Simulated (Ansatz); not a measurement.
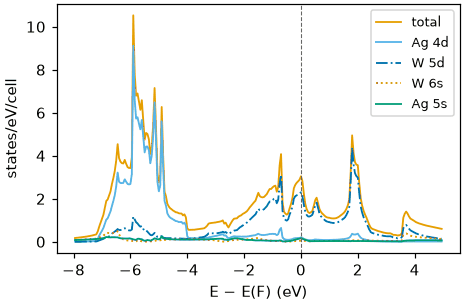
Figure: Total and projected density of states of AgW (CsCl type, Pm-3m), plane-wave PAW PBEsol (Ansatz code)

Q: Which orbitals carry the states next to the Fermi level?

A: Within 0.5 eV of the Fermi level: W 5d 81 %, Ag 4d 6 %, outside the projected shells 8 %. Projections are on Löwdin-orthogonalised atomic valence shells; empty p or d shells of many metals are not among them.

Q: Where is the tallest occupied peak in this window, and what makes it?

A: Near -5.9 eV, about 11 states/eV per cell; the largest projected share is Ag 4d.

The start of the workflow was typed in or built on a structure type; neither database checked (COD, Materials Project) lists it. Its standing as an ambient phase is unchecked. The PBEsol relaxation kept the symmetry of its start. At this level the phase is mechanically unstable. The run is not spin-polarised. Its formation energy is positive at this level, so the cell may be metastable or incomplete. Spin–orbit coupling is left out wherever it is not named.

Potentials: the later of the program's two PAW sets.
